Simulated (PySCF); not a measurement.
# C4H6Cl2Si (SMILES ClCC1=C[SiH2][C@H]1Cl): what the fields show

```xyz
13

Cl    2.2560    1.5174    1.1768
C     1.8682    0.2491   -0.0413
C     0.3988    0.1287   -0.1660
C    -0.4344    0.5492   -1.1294
Si   -1.9984   -0.1234   -0.3100
C    -0.4926   -0.5163    0.8580
Cl   -0.0910   -2.2449    1.1015
H     2.3111   -0.6763    0.3285
H     2.3355    0.5568   -0.9762
H    -0.1611    1.0916   -2.0194
H    -2.6008   -1.3086   -0.9041
H    -2.9611    0.8359    0.2201
H    -0.4346   -0.0585    1.8439
```

Geometry: GFN2-xTB.

Method: PBE0/pcSseg-1, SCF density, gas phase, non-relativistic in PySCF 2.14.0.

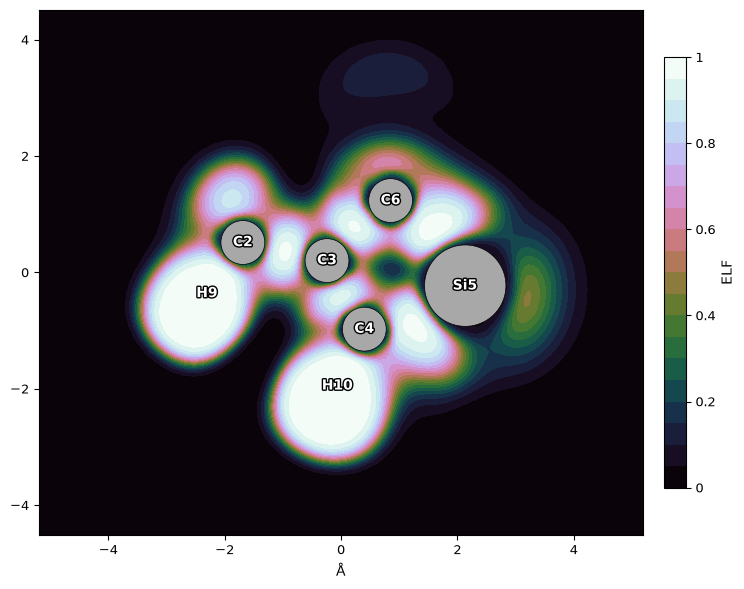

Figure 1. Electron localisation function on the plane of atoms C4, C3 and C6. Grey discs cover the atomic cores.

**What does the map show?**

- The plane passes through C, Si and H nuclei.
- C–C (1.34 Å): the ELF peaks at about 0.90 between the atoms: a multiple bond.
- C–Si (1.89 Å): the ELF peaks at about 0.95 between the atoms: a covalent bond.
- C–H (1.08 Å): the ELF climbs to about 1 towards the hydrogen, as it does in any bond to H: an ordinary covalent bond to hydrogen.
- C–C (1.48 Å): the ELF peaks at about 0.95 between the atoms, as expected for a covalent bond.
- C–Si (1.95 Å): the ELF peaks at about 0.95 between the atoms, as expected for a covalent bond.

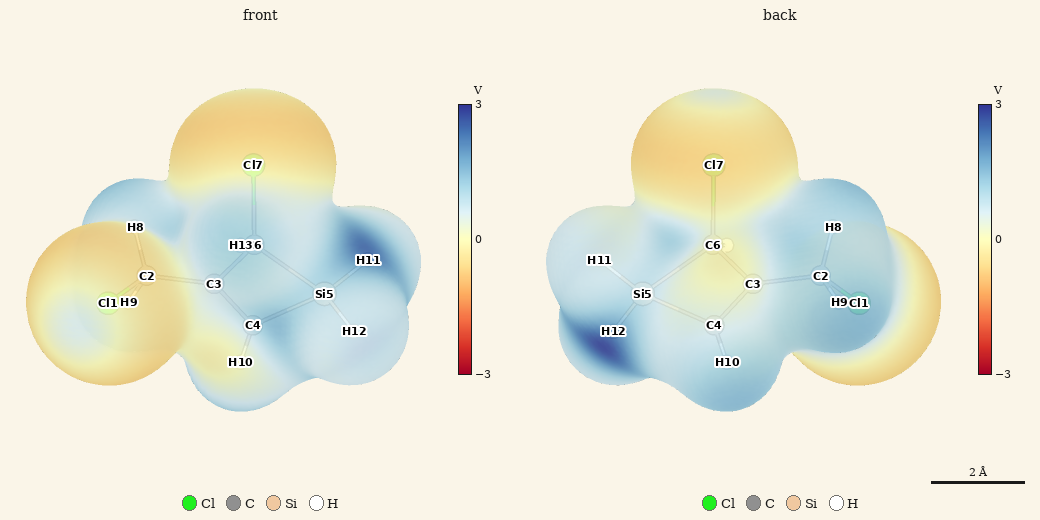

Figure 2. The molecular electrostatic potential painted on the density surface at 0.004 e/bohr³, seen from the front and from behind; the colour scale runs from red (negative) to blue (positive).

**Where is the surface potential most negative and most positive?**

The most negative region (about −0.7 V) lies over Cl7, the most positive (about +2.6 V) over Si5. Cl1 shows a σ-hole: about +0.6 V at the tip opposite its bond, against about −0.5 V on its flanks. Cl7 shows a σ-hole: about +0.4 V at the tip opposite its bond, against about −0.5 V on its flanks.

**What dipole moment does the calculation give?**

Its dipole moment is 2.36 D.
